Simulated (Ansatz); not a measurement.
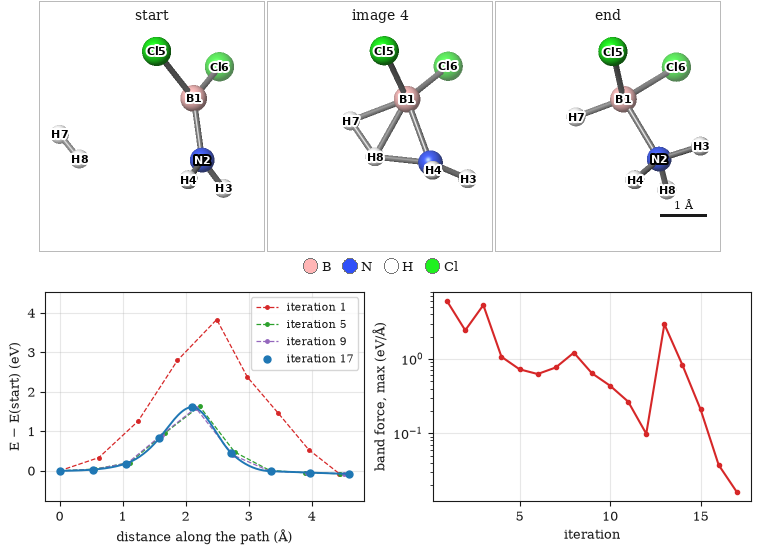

A nudged-elastic-band calculation for BNH₄Cl₂, made up at the start of BNH₂Cl₂ and H₂. Images are numbered from 0 (start) to 8 (end). The plot follows the band through its iterations. Style: ball-and-stick. Shown at a tilt.

Computed with RKS revPBE-D4/def2-SVP (Ansatz). Settings: 7 movable images; climbing image; force threshold 0.03 eV/Å; iteration limit 60; starting path through a guess of the saddle point.

Judge this run.

Answer. The result is final at these settings. The band converged in 17 iterations. The largest component of the band force went from 6 to 0.016 eV/Å. The climbing image converged on the top of the path. Its vibrational analysis gives one imaginary mode (1324i cm⁻¹), as a transition state must have. The first iteration put the highest image at 3.83 eV. The highest point, image 4, lies 1.61 eV above the start and 1.69 eV above the end; the end is at −0.07 eV relative to the start.

Limits of the set-up: the start holds two separate molecules, 3.1 Å apart at their closest, whose relative position is a soft coordinate.
